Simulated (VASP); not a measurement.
Band structure of AgF. All values below come from PBE GGA, VASP's PBE PAW potentials (set 64) (plane waves; VASP).

The cell holds a wide vacuum, so values per volume refer to the whole cell.

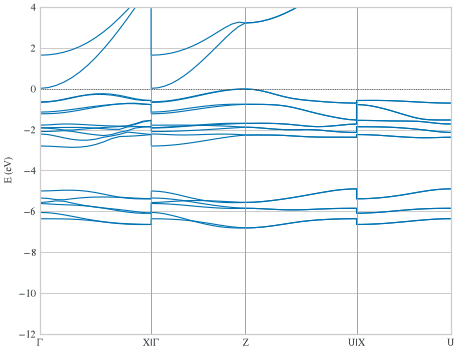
Figure: Bands along high-symmetry lines, zero at the valence-band maximum or, without a gap, the Fermi level

**Question.** Read the plot: is there a gap, and where are the band edges?

**Answer.** It has no gap at this level: it comes out as a metal or semimetal.

The cell is a sheet with vacuum, built from a generated structure.
